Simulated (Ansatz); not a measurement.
**Vanadium, hcp under m-r²SCAN: ground state and equation of state**

The plan for vanadium in the hcp structure: relax it, solve it on a dense k-mesh, then scale the cell to 7 volumes from 88 to 112 % of the relaxed one and try a fit of the equation of state. The start is ferromagnetic. The k-meshes are 13×13×7 for the relaxation; 23×23×11 for the dense run; 23×23×11 for the volumes.

This is V in the hcp structure; at room conditions it is bcc.

Method: DFT m-r2SCAN, plane waves (500 eV) with PAW, scalar-relativistic; PBE-made PAW files; m-r²SCAN is r²SCAN on the gauge-invariant kinetic-energy density, in Ansatz 0.2.0.

## Step 1: Starting point

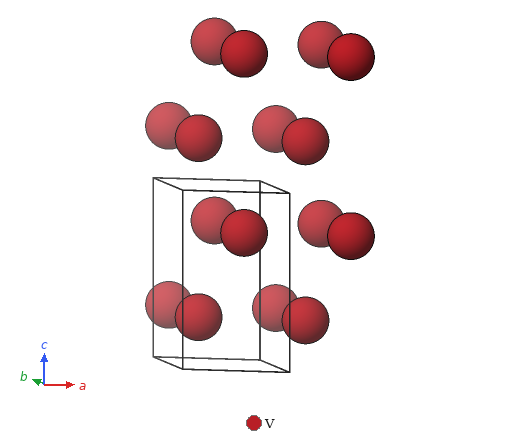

Start, viewed slightly off an axis; vanadium red. 2×2×2 cells are drawn. Any atoms on the faces are drawn again on the opposite ones.

Coordinates:

```
CELL_PARAMETERS angstrom
2.69407 0.00000 0.00000
-1.34704 2.33314 0.00000
0.00000 0.00000 4.39942
ATOMIC_POSITIONS crystal
V 0.33333 0.66667 0.25000
V 0.66667 0.33333 0.75000
```

The atoms start with moments of +1 ×2 μB.

## Step 2: Geometry optimisation

Input file input.yaml:

```yaml
crystal:
  lattice:
    - [2.6940739632, 0.0, 0.0]
    - [-1.3470369816, 2.3331364918, 0.0]
    - [0.0, 0.0, 4.3994227819]
  atoms:
    - { symbol: V, position: [0.3333333333, 0.6666666667, 0.25], spin: 1.0 }
    - { symbol: V, position: [0.6666666667, 0.3333333333, 0.75], spin: 1.0 }
hamiltonian:
  xc: mr2scan
  pseudopotentials:
    kind: paw
    azcp:
      V: "pseudopotentials/V.paw.azcp"
basis:
  ecutwfc: 500
  fft_grid_basis: typed
kpoints:
  mp_grid: { grid: [13, 13, 7], shift: [0, 0, 0] }
magnetization:
  spin_polarized: true
scf:
  occupations: { method: fermi_dirac, width: 0.05 }
relax:
  max_steps: 60
  f_tol: 0.01
  cell: {}
```

The program printed:

```text
Warning: RAYON_NUM_THREADS=2 ignored (pool sized by the plan → 2); use --threads N
Engine: ansatz 0.2.0, aarch64-unknown-linux-gnu
Pseudopotentials: kind: paw
Pseudopotential: V, paw, valence charge 13, recommended cutoff 500 eV (meta_gga), <dir>
Functional definition: m-r2SCAN
  exchange = m_r2scan_x
  correlation = m_r2scan_c
Crystal: 2 atoms, lattice volume = 27.653 Å³
Basis set: ecut = 500 eV, 701 PW (Γ), exchange–correlation on 80×80×144 points (64 copies of the dense FFT grid, shifted against one another)
Bands: 18, of which v1, the nominal top of the filled ones, is band 13 counted from 1 (12 counted from 0)
Symmetry: 24 space group operations
Space group: P63/mmc (ITA 194), of the structure as read, at distance tolerance 3.0e-5 Å
Magnetic group: BNS 194.263 (UNI 1493), of the structure as read, at distance tolerance 3.0e-5 Å
k-points: 84 of 1183
Non-local potential: V, projectors of the file, l = 0: 3, l = 1: 2, l = 2: 3, l = 3: 1
PAW form: soft (Blöchl's): semilocal exchange-correlation on the pseudo side does not see the compensation charge
PAW frozen core: V, regenerated for the run's functional (the file was generated under x = pbe(κ = 0.804, μ = 0.2195149727645171), c = pbe(β = 0.06672455060314922))
PAW one-centre angular grid: V, 590 points (default); XC on 160 Gauss nodes
Initial density: superposition of atomic densities (chi_scale 0.1, normalization cell)
Starting moments: Σ|m| = 2 μB on 2 of 2 sites
Initial wavefunctions: pseudopotential atomic-orbital guess
Functional: x = mr2scan, c = mr2scan; τ floored in thin density (d = 2e-4 eV/Å³)
SCF iter   1: F=—  HF=-5834.447200 eV  |F-HF|=—  |Δ(HF+E_count)|=         —  Δρ=7.56e-2 (↑7.56e-2 ↓2.69e-2)  dr2=2.44e0  dr2_τ=1.49e-2  dr2_m=1.95e-1  M=1.548 μB ∫|m|=1.548 μB  β_m=1.00  ethr=3.10e-3  ⟨swp⟩=3.7  Hψ=11159  notcnv=0
Mixer restart at iter 1: flushing history
preconditioner: auto → none  [metal: Δε(μ)=0.013 eV  Ē_g=4.652 eV  σ=0.050 eV  W_gap=0.06  n_scr=8 (ndim 8)  ℏωp=22.3 eV  f_vac=0.000  D(μ)=2.83/eV (n_scr^D=36)  sad-step TF]
SCF iter   2: F=—  HF=-5833.321618 eV  |F-HF|=—  |Δ(HF+E_count)|=    1.13e0  Δρ=2.85e-2 (↑2.85e-2 ↓2.56e-2)  dr2=7.69e-1  dr2_τ=4.52e-3  dr2_m=1.03e-3  M=1.506 μB ∫|m|=1.506 μB  β_m=1.00  ethr=3.10e-3  ⟨swp⟩=2.9  Hψ=6975  notcnv=0  defer=2  κ⁻¹=1.0e0(r=1)
SCF iter   3: F=—  HF=-5833.107008 eV  |F-HF|=—  |Δ(HF+E_count)|=   2.15e-1  Δρ=8.28e-3 (↑8.28e-3 ↓7.86e-3)  dr2=3.08e-2  dr2_τ=1.31e-3  dr2_m=1.04e-3  M=1.378 μB ∫|m|=1.378 μB  β_m=1.00  ethr=2.96e-3  ⟨swp⟩=2.6  Hψ=5397  notcnv=0  defer=2  κ⁻¹=8.8e-2(r=2)
SCF iter   4: F=—  HF=-5833.421391 eV  |F-HF|=—  |Δ(HF+E_count)|=         —  Δρ=3.02e-2 (↑2.75e-2 ↓3.02e-2)  dr2=1.27e-2  dr2_τ=8.80e-3  dr2_m=2.04e-1  M=0.504 μB ∫|m|=0.504 μB  β_m=0.48  ethr=1.18e-4  ⟨swp⟩=2.5  Hψ=5449  notcnv=0  defer=1
Mixer restart at iter 4: flushing history
SCF iter   5: F=—  HF=-5833.469471 eV  |F-HF|=—  |Δ(HF+E_count)|=   4.81e-2  Δρ=2.09e-2 (↑1.84e-2 ↓2.09e-2)  dr2=5.97e-3  dr2_τ=1.61e-3  dr2_m=9.45e-2  M=0.365 μB ∫|m|=0.365 μB  β_m=0.74  ethr=4.89e-5  ⟨swp⟩=2.7  Hψ=4563  notcnv=0  defer=1  κ⁻¹=1.0e0(r=1)
SCF iter   6: F=—  HF=-5833.527259 eV  |F-HF|=—  |Δ(HF+E_count)|=   5.78e-2  Δρ=6.36e-3 (↑5.51e-3 ↓6.36e-3)  dr2=6.52e-4  dr2_τ=3.20e-4  dr2_m=8.62e-3  M=-0.096 μB ∫|m|=0.097 μB  β_m=0.66  ethr=2.30e-5  ⟨swp⟩=2.1  Hψ=5937  notcnv=0  κ⁻¹=2.0e-2(r=2)
SCF iter   7: F=—  HF=-5833.518969 eV  |F-HF|=—  |Δ(HF+E_count)|=   8.29e-3  Δρ=1.22e-3 (↑1.22e-3 ↓1.03e-3)  dr2=5.91e-4  dr2_τ=1.93e-5  dr2_m=9.99e-5  M=-0.202 μB ∫|m|=0.202 μB  β_m=1.00  ethr=2.51e-6  ⟨swp⟩=2.0  Hψ=6090  notcnv=0  κ⁻¹=3.9e-3(r=3)
SCF iter   8: F=—  HF=-5833.520841 eV  |F-HF|=—  |Δ(HF+E_count)|=   1.87e-3  Δρ=7.40e-4 (↑6.88e-4 ↓7.40e-4)  dr2=3.88e-5  dr2_τ=5.17e-6  dr2_m=9.11e-5  M=-0.119 μB ∫|m|=0.119 μB  β_m=1.00  ethr=2.27e-6  ⟨swp⟩=2.0  Hψ=6081  notcnv=0  κ⁻¹=2.6e-4(r=4)
SCF iter   9: F=—  HF=-5833.521004 eV  |F-HF|=—  |Δ(HF+E_count)|=   1.62e-4  Δρ=7.56e-4 (↑7.56e-4 ↓7.51e-4)  dr2=3.65e-5  dr2_τ=5.63e-6  dr2_m=1.08e-4  M=-0.108 μB ∫|m|=0.108 μB  β_m=1.00  ethr=1.49e-7  ⟨swp⟩=1.0  Hψ=3032  notcnv=0  κ⁻¹=9.2e-6(r=5)
SCF iter  10: F=—  HF=-5833.521248 eV  |F-HF|=—  |Δ(HF+E_count)|=   2.44e-4  Δρ=7.02e-4 (↑7.02e-4 ↓6.77e-4)  dr2=3.37e-5  dr2_τ=4.66e-6  dr2_m=8.81e-5  M=-0.095 μB ∫|m|=0.095 μB  β_m=1.00  ethr=1.40e-7  ⟨swp⟩=1.4  Hψ=3849  notcnv=0  κ⁻¹=8.0e-7(r=6)
SCF iter  11: F=—  HF=-5833.522345 eV  |F-HF|=—  |Δ(HF+E_count)|=   1.10e-3  Δρ=9.58e-5 (↑8.25e-5 ↓9.58e-5)  dr2=2.32e-6  dr2_τ=7.15e-8  dr2_m=3.72e-7  M=0.018 μB ∫|m|=0.018 μB  β_m=1.00  ethr=1.30e-7  ⟨swp⟩=2.0  Hψ=5380  notcnv=0  κ⁻¹=4.2e-7(r=7)
SCF iter  12: F=—  HF=-5833.522261 eV  |F-HF|=—  |Δ(HF+E_count)|=   8.41e-5  Δρ=2.50e-4 (↑2.43e-4 ↓2.50e-4)  dr2=7.65e-7  dr2_τ=6.94e-7  dr2_m=1.49e-5  M=0.040 μB ∫|m|=0.040 μB  β_m=1.00  ethr=8.94e-9  ⟨swp⟩=2.0  Hψ=5392  notcnv=0  κ⁻¹=1.6e-7(r=8)
SCF iter  13: F=—  HF=-5833.522377 eV  |F-HF|=—  |Δ(HF+E_count)|=   1.16e-4  Δρ=7.98e-5 (↑6.72e-5 ↓7.98e-5)  dr2=1.21e-7  dr2_τ=6.32e-8  dr2_m=1.32e-6  M=0.016 μB ∫|m|=0.016 μB  β_m=1.00  ethr=2.94e-9  ⟨swp⟩=2.0  Hψ=5384  notcnv=0  κ⁻¹=1.7e-7(r=8)
SCF iter  14: F=—  HF=-5833.522391 eV  |F-HF|=—  |Δ(HF+E_count)|=   1.36e-5  Δρ=5.72e-5 (↑5.72e-5 ↓5.12e-5)  dr2=1.26e-8  dr2_τ=3.46e-8  dr2_m=7.43e-7  M=0.010 μB ∫|m|=0.010 μB  β_m=1.00  ethr=4.65e-10  ⟨swp⟩=2.0  Hψ=5379  notcnv=0  κ⁻¹=1.0e-6(r=8)
SCF iter  15: F=—  HF=-5833.522397 eV  |F-HF|=—  |Δ(HF+E_count)|=   5.73e-6  Δρ=3.87e-5 (↑3.87e-5 ↓3.26e-5)  dr2=1.55e-8  dr2_τ=1.48e-8  dr2_m=3.20e-7  M=0.006 μB ∫|m|=0.006 μB  β_m=1.00  ethr=4.86e-11  ⟨swp⟩=2.2  Hψ=5525  notcnv=0  κ⁻¹=5.9e-6(r=8)
SCF iter  16: F=—  HF=-5833.522400 eV  |F-HF|=—  |Δ(HF+E_count)|=   2.87e-6  Δρ=2.75e-6 (↑2.29e-6 ↓2.75e-6)  dr2=2.97e-9  dr2_τ=8.26e-11  dr2_m=4.00e-10  M=-0.000 μB ∫|m|=0.000 μB  β_m=1.00  ethr=4.86e-11  ⟨swp⟩=3.4  Hψ=7035  notcnv=0  κ⁻¹=5.7e-6(r=8)
SCF iter  17: F=—  HF=-5833.522400 eV  |F-HF|=—  |Δ(HF+E_count)|=   6.49e-9  Δρ=6.10e-6 (↑4.94e-6 ↓6.10e-6)  dr2=6.33e-10  dr2_τ=3.56e-10  dr2_m=7.59e-9  M=-0.001 μB ∫|m|=0.001 μB  β_m=1.00  ethr=1.14e-11  ⟨swp⟩=2.0  Hψ=5363  notcnv=0  κ⁻¹=3.7e-7(r=8)
SCF iter  18: F=—  HF=-5833.522400 eV  |F-HF|=—  |Δ(HF+E_count)|=   6.01e-8  Δρ=8.66e-7 (↑3.93e-7 ↓8.66e-7)  dr2=2.63e-10  dr2_τ=4.56e-12  dr2_m=3.75e-11  M=-0.000 μB ∫|m|=0.000 μB  β_m=1.00  ethr=2.43e-12  ⟨swp⟩=2.0  Hψ=5386  notcnv=0  κ⁻¹=5.9e-7(r=8)
SCF iter  19: F=—  HF=-5833.522400 eV  |F-HF|=—  |Δ(HF+E_count)|=   3.42e-9  Δρ=4.59e-7 (↑4.59e-7 ↓3.34e-7)  dr2=8.07e-12  dr2_τ=1.65e-12  dr2_m=3.82e-11  M=0.000 μB ∫|m|=0.000 μB  β_m=1.00  ethr=1.01e-12  ⟨swp⟩=1.0  Hψ=8924  notcnv=0  κ⁻¹=9.0e-8(r=8)
SCF iter  20: F=—  HF=-5833.522400 eV  |F-HF|=—  |Δ(HF+E_count)|=  1.04e-10  Δρ=6.39e-7 (↑5.56e-7 ↓6.39e-7)  dr2=2.83e-12  dr2_τ=3.84e-12  dr2_m=8.98e-11  M=-0.000 μB ∫|m|=0.000 μB  β_m=1.00  ethr=1.00e-12  ⟨swp⟩=2.0  Hψ=5848  notcnv=0  κ⁻¹=3.3e-8(r=8)
SCF iter  21: F=-5833.522400 eV  HF=-5833.522400 eV  |F-HF|=1.55e-11  |Δ(HF+E_count)|=  1.56e-10  Δρ=1.82e-7 (↑1.82e-7 ↓1.81e-7)  dr2=4.02e-14  dr2_τ=3.49e-13  dr2_m=8.25e-12  M=0.000 μB ∫|m|=0.000 μB  ethr=1.00e-12  ⟨swp⟩=2.0  Hψ=5842  notcnv=0
WARN: the starting moments were not kept: the SCF closed with an absolute magnetisation of 8.3e-6 μB, where they sum to 2 μB in size (2 sites). That is at most 0.1 of that sum. Measured as dr2_m measures the in/out step, that magnetisation stands 1.5e-11 eV from none, at or under the dr2_threshold of 1.0e-7 eV: it is no larger than a step whose dr2_m would equal this threshold. The system may hold no moment; this SCF shows only that its start led to no more than that. To try another start: raise the starting moments (crystal.atoms[].spin, magnetization.per_species, magnetization.initial_magnetization, or on a non-collinear deck that types none of these the spinor_matrix: blocks that start its atoms; where the total moment is fixed, keep their sum and leave initial_magnetization as it is; typed ones take the place of any that the run laid by itself, positive ones on a crystal's lanthanoids without a Hubbard term where scf.initial_density.shell_occupations: [] is typed) or, if the notice of its spin-set hold's release reads "site moments contracting" or "site moments show no strong build", lengthen the hold (scf.mixing.spin_hold: { on: { confirm: 4 } }; for m-r²SCAN on two components see the key's manual first). Each may lead to a state that holds a moment. A second SCF, from the converged charge density, with the starting moments and any scf.initial_density.shell_occupations laid on it anew, would have followed, and was not run: the deck does not ask for one (magnetization.retry_lost_moments is false, the default). To let it run, set magnetization.retry_lost_moments: true and run the deck again, where that key's refused combinations let it; where memory then withholds it, that run's warning says so.
SCF 1 converged in 21 iterations: F = -5833.522400 eV  dr2 = 4.02e-14
relax step   1: F+E_penalty+E_count = -5833.52239960 eV  Δ(F+E_penalty+E_count) = +0.000e0 eV  max|allowed force component| = 2.220e-16 eV/Å  Δτ_max = 0.0000 Å  P = -2.096 GPa  Ω = 27.653 Å³  (21 SCF iters, dr2 threshold 1.00e-7 eV, accepted)
[... 21 lines left out ...]
relax step   2: F+E_penalty+E_count = -5833.57853933 eV  Δ(F+E_penalty+E_count) = -5.614e-2 eV  max|allowed force component| = 2.776e-17 eV/Å  Δτ_max = 0.0000 Å  P = +0.490 GPa  Ω = 27.236 Å³  energy of the carried Pulay correction = +1.587e-4 eV  (13 SCF iters, dr2 threshold 2.00e-7 eV, accepted)
[... 16 lines left out ...]
relax step   3: F+E_penalty+E_count = -5833.60156897 eV  Δ(F+E_penalty+E_count) = -2.303e-2 eV  max|allowed force component| = 1.619e-16 eV/Å  Δτ_max = 0.0000 Å  P = -2.221 GPa  Ω = 27.610 Å³  energy of the carried Pulay correction = +2.975e-5 eV  (11 SCF iters, dr2 threshold 2.00e-7 eV, accepted)
[... 18 lines left out ...]
relax step   4: F+E_penalty+E_count = -5833.60599596 eV  Δ(F+E_penalty+E_count) = -4.427e-3 eV  max|allowed force component| = 3.192e-16 eV/Å  Δτ_max = 0.0000 Å  P = +0.624 GPa  Ω = 27.175 Å³  energy of the carried Pulay correction = +1.879e-4 eV  (12 SCF iters, dr2 threshold 2.00e-7 eV, accepted)
[... 16 lines left out ...]
relax step   5: F+E_penalty+E_count = -5833.60613414 eV  Δ(F+E_penalty+E_count) = -1.382e-4 eV  max|allowed force component| = 8.327e-17 eV/Å  Δτ_max = 0.0000 Å  P = -0.093 GPa  Ω = 27.281 Å³  energy of the carried Pulay correction = +1.488e-4 eV  (10 SCF iters, dr2 threshold 2.00e-7 eV, accepted)
[... 16 lines left out ...]
relax step   6: F+E_penalty+E_count = -5833.60614473 eV  Δ(F+E_penalty+E_count) = -1.059e-5 eV  max|allowed force component| = 4.857e-17 eV/Å  Δτ_max = 0.0000 Å  P = +0.001 GPa  Ω = 27.267 Å³  energy of the carried Pulay correction = +1.539e-4 eV  (10 SCF iters, dr2 threshold 3.43e-8 eV, accepted)
[... 13 lines left out ...]
relax step   7: F+E_penalty+E_count = -5833.60632369 eV  Δ(F+E_penalty+E_count) = -1.790e-4 eV  max|allowed force component| = 3.701e-17 eV/Å  Δτ_max = 0.0000 Å  P = +0.004 GPa  Ω = 27.267 Å³  stress off target by 4.67e-2 GPa  SCF on the basis re-selected at this cell (its energy is not comparable with the rows above)  (8 SCF iters)
basis re-selected at this cell: Δ(F+E_penalty+E_count) = -1.790e-4 eV, ΔP = +0.003 GPa vs the last step (what re-selecting the basis moved, of the pressure what is left beyond the Pulay correction that the steps carried, after the strain that the cell walked since its last selection, with what the two solves' SCF thresholds leave and, on support functions, any second-order correction that the steps lacked; it is no measure of the basis error at this ecutwfc). This SCF's stress stands 4.67e-2 GPa from its target on what of the cell is left free (relax.cell.stress_tol is 5.00e-2 GPa) and its largest allowed force component is 3.70e-17 eV/Å (relax.f_tol is 1.00e-2 eV/Å): within both
SCF converged after 8 iterations
Stability not checked: this state was not tested for a lower state beside it, because the mixer in use, unlike msr1, does not test its closes by its own steps (another_mixer; see scf.mixing.algorithm and scf.lower_state_search)
Magnetization: -0.0000 μB (13.0000 up, 13.0000 down)
Absolute magnetization: 0.0000 μB (∫|ρ↑−ρ↓|, with the PAW one-centre terms)
Spin contamination: 0.0000 ħ² per cell (⟨S²⟩ above its minimum at these occupations)
Per-site moments (μB) at R_I (Å): [(-1.8324563298053877e-8, 1.0720140201758945), (-1.8324563200890364e-8, 1.0720140201758945)]
Free energy (F): -5833.606324 eV
Harris-Foulkes:  -5833.606324 eV  (|F-HF|=0.00e0)
Internal energy: -5833.581465 eV  (E = F + TS)
E sigma→0 (E₀):  -5833.593894 eV
Entropy (-TS):   -0.024859 eV (-12.430 meV/atom)
Fermi energy:    16.625592 eV
--- Per-component energies (eV) ---
  E_band       = -323.831372
  E_kinetic    = 672.776054
  E_local      = -1809.628641  (includes V_loc(G=0)·N_el)
  E_nonlocal   = -90.747654
  E_hartree    = 828.502544
  E_xc         = -253.131509
  E_vxc        = -368.608106  (∫ρ·V_xc dr)
  E_paw        = -2242.633352  (= ΣΔE_a)
  E_vpaw       = -409.369498  (= ΣTr[D̂ρ^β])
  E_aug_tail   = 0.000345  (compensation charges beyond the density's cutoff)
  E_vtau       = 24.741008  (kinetic-family band-sum trace: ∫τ·v_τ [+ j·A + Jᵃ·Aᵃ] dr)
  E_ewald      = -2938.187691
  E_core_change = -0.531562  (= ΣΔE_core)
  E_smearing   = -0.024859  (= −TS)
  E_closure    = 0.000000  (closes the sum)
  Σ components = -5833.606324   (vs F -5833.606324, Δ=0.00e0)
--- Forces (eV/Å), atoms counted from 1 ---
  atom   1  V      0.00000000    -0.00000000     0.00000000
  atom   2  V     -0.00000000     0.00000000     0.00000000
  max |Σ_I F_I| component: 0.00e0 eV/Å
--- Stress (GPa, compression-positive) ---
       -0.016880       0.000000      -0.000000
        0.000000      -0.016880       0.000000
       -0.000000       0.000000       0.046736
  P = ⅓ Tr σ = 0.0043 GPa (0.043 kbar)
--- Relaxed structure (6 steps of the walk, 6 accepted, 1 SCFs on fresh bases) ---
  F+E_penalty+E_count = -5833.60632369 eV   max|allowed force component| = 3.701e-17 eV/Å   (the final SCF, on the basis selected at the relaxed cell)
  cell:  # Å, volume = 27.2667 Å³
    - [2.5988218670930774, -9.150965993129188e-34, -1.209908029405999e-18]
    - [-1.2994109335465387, 2.2506457568131113, 6.049540147030002e-19]
    - [-1.975779812019778e-18, 1.400955700010467e-33, 4.661746909539616]
  atoms:
    - { symbol: V, position: [0.3333333333333333, 0.6666666666666666, 0.24999999999999997] }
    - { symbol: V, position: [0.6666666666666666, 0.3333333333333333, 0.7499999999999999] }
```

Wall time 56 s (2 threads of an Arm CPU, shared host); peak memory 0.43 GiB.

Relaxation path:

```csv
step,energy change (meV/atom),largest force (eV/Å),pressure (GPa),volume (Å³/atom)
1,0.00,0.0000,-2.10,13.827
2,-28.07,0.0000,0.49,13.618
3,-39.58,0.0000,-2.22,13.805
4,-41.80,0.0000,0.62,13.587
5,-41.87,0.0000,-0.09,13.640
6,-41.87,0.0000,0.00,13.633
7,-41.96,0.0000,0.00,13.633
```

Steps that repeat a cell are solved on a basis chosen anew, so their changes of energy are no gain of the relaxation.

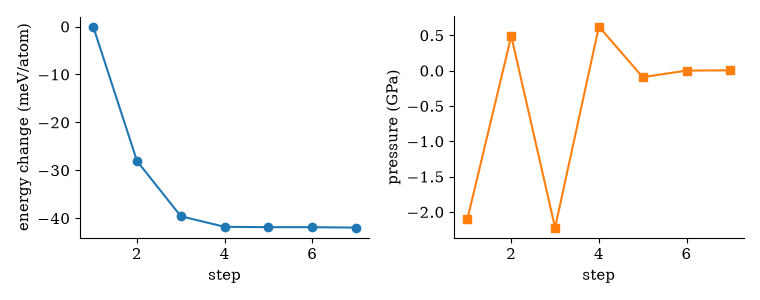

Energy and pressure over the accepted steps.

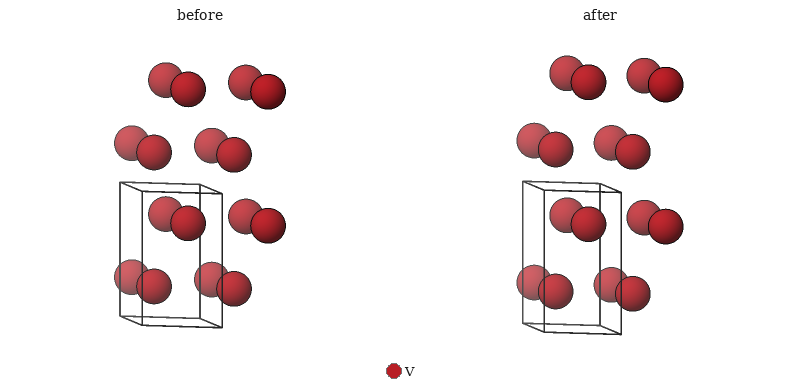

Start and end of the relaxation side by side. The cells drawn are those of the first picture.

The cell of the run, before and after:

|  | before | after | change |
| --- | --- | --- | --- |
| a (Å) | 2.694 | 2.599 | -3.5 % |
| b (Å) | 2.694 | 2.599 | -3.5 % |
| c (Å) | 4.399 | 4.662 | +6.0 % |
| volume (Å³/atom) | 13.827 | 13.633 | -1.4 % |
| shortest distance (Å) | 2.694 | 2.599 | -3.5 % |
| space group (spins left aside) | P6_3/mmc | P6_3/mmc | same |

## Step 3: The energy on a finer k-mesh

Input file input.yaml:

```yaml
crystal:
  lattice:
    - [2.5988218671, 0.0, 0.0]
    - [-1.2994109335, 2.2506457568, 0.0]
    - [0.0, 0.0, 4.6617469095]
  atoms:
    - { symbol: V, position: [0.3333333333, 0.6666666667, 0.25], spin: 1.0 }
    - { symbol: V, position: [0.6666666667, 0.3333333333, 0.75], spin: 1.0 }
hamiltonian:
  xc: mr2scan
  pseudopotentials:
    kind: paw
    azcp:
      V: "pseudopotentials/V.paw.azcp"
basis:
  ecutwfc: 500
  fft_grid_basis: typed
kpoints:
  mp_grid: { grid: [23, 23, 11], shift: [0, 0, 0] }
magnetization:
  spin_polarized: true
scf:
  occupations: { method: fermi_dirac, width: 0.05 }
```

The program printed, shortened:

```text
Warning: RAYON_NUM_THREADS=2 ignored (pool sized by the plan → 2); use --threads N
[...]
Pseudopotentials: kind: paw
Pseudopotential: V, paw, valence charge 13, recommended cutoff 500 eV (meta_gga), <dir>
Functional definition: m-r2SCAN
[...]
Crystal: 2 atoms, lattice volume = 27.267 Å³
Basis set: ecut = 500 eV, 701 PW (Γ), exchange–correlation on 80×80×144 points (64 copies of the dense FFT grid, shifted against one another)
Bands: 18, of which v1, the nominal top of the filled ones, is band 13 counted from 1 (12 counted from 0)
Symmetry: 24 space group operations
Space group: P63/mmc (ITA 194), of the structure as read, at distance tolerance 3.0e-5 Å
Magnetic group: BNS 194.263 (UNI 1493), of the structure as read, at distance tolerance 3.0e-5 Å
k-points: 336 of 5819
[...]
Starting moments: Σ|m| = 2 μB on 2 of 2 sites
[...]
SCF iter   1: F=—  HF=-5834.252810 eV  |F-HF|=—  |Δ(HF+E_count)|=         —  Δρ=7.69e-2 (↑7.69e-2 ↓2.48e-2)  dr2=2.27e0  dr2_τ=1.61e-2  dr2_m=2.20e-1  M=1.530 μB ∫|m|=1.530 μB  β_m=1.00  ethr=3.10e-3  ⟨swp⟩=3.8  Hψ=44565  notcnv=0
[...]
SCF iter  18: F=-5833.603948 eV  HF=-5833.603948 eV  |F-HF|=4.55e-11  |Δ(HF+E_count)|=  7.18e-10  Δρ=2.43e-7 (↑2.22e-7 ↓2.43e-7)  dr2=2.90e-12  dr2_τ=6.13e-13  dr2_m=1.16e-11  M=-0.000 μB ∫|m|=0.000 μB  ethr=1.00e-12  ⟨swp⟩=1.0  Hψ=29820  notcnv=0
[...]
WARN: the starting moments were not kept: the SCF closed with an absolute magnetisation of 5.1e-6 μB, where they sum to 2 μB in size (2 sites). That is at most 0.1 of that sum. Measured as dr2_m measures the in/out step, that magnetisation stands 5.3e-12 eV from none, at or under the [...]
this state was not tested for a lower state beside it, because the mixer in use, unlike msr1, does not test its closes by its own steps (another_mixer; see scf.mixing.algorithm and scf.lower_state_search)
SCF converged after 18 iterations
Magnetization: -0.0000 μB (13.0000 up, 13.0000 down)
Absolute magnetization: 0.0000 μB (∫|ρ↑−ρ↓|, with the PAW one-centre terms)
Spin contamination: 0.0000 ħ² per cell (⟨S²⟩ above its minimum at these occupations)
Per-site moments (μB) at R_I (Å): [(-1.7519903402532728e-6, 1.0720140201741997), (-1.7519903403144305e-6, 1.0720140201741997)]
Free energy (F): -5833.603948 eV
[...]
E sigma→0 (E₀):  -5833.590563 eV
Entropy (-TS):   -0.026769 eV (-13.384 meV/atom)
Fermi energy:    16.635244 eV
[...]
```

Run time: 40 s. Hardware: 2 threads of an Arm CPU, shared host; peak memory 0.62 GiB.

(Part 1 of 2 ends here.)
